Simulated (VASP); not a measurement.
Band structure of HfC (rock salt). Method: MS2 meta-GGA, VASP's PBE PAW potentials (set 64) (plane waves; VASP 6.6.1).

Unless said otherwise, spin-orbit coupling is left out, though it shifts the bands of the heavy elements here.

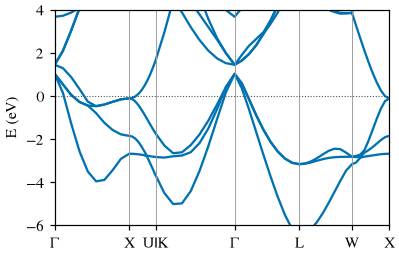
Bands along high-symmetry lines, zero at the valence-band maximum or, without a gap, the Fermi level

Question: Read the plot: is there a gap, and where are the band edges?

Answer: It has no gap at this level: it comes out as a metal or semimetal.

The compound is HfC in the rock salt structure. It was relaxed first.
